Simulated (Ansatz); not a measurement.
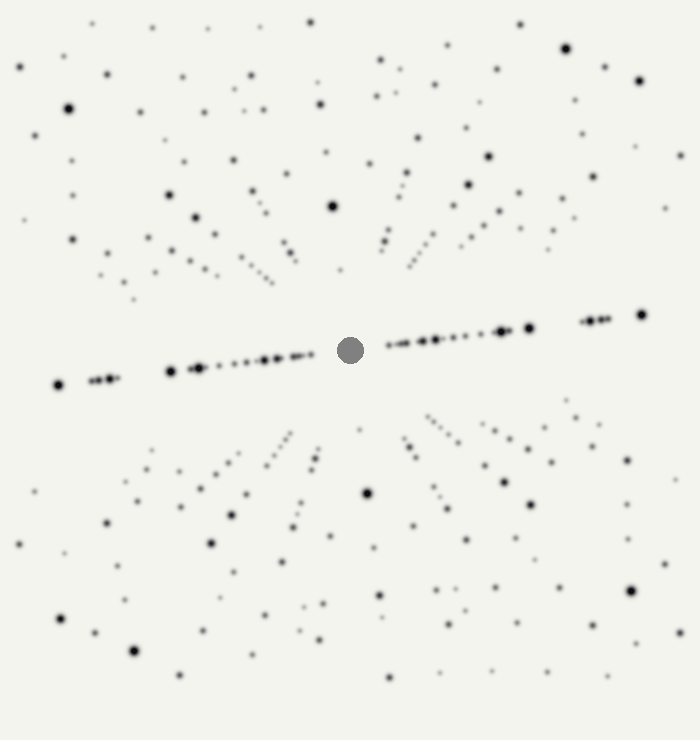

Simulated back-reflection Laue pattern (white X-rays, 0.45 to 2.2 Å, flat plate covering ±45° about the beam, kinematic intensities, seen from the source).

Question: Which symmetry elements lie along the beam?

Answer: 2mm: a twofold axis with two mirror lines.

The crystal is Sc2Ge2Pt3, space group Pbam (No. 55), a = 6.48 Å, b = 8.90 Å, c = 4.08 Å. Structure: the end point of a relaxation with Ansatz, DFT, PAW plane waves, r2scan; the starting structure was generated, so it need not be a known form of this composition.

The direction [100] points towards the source.
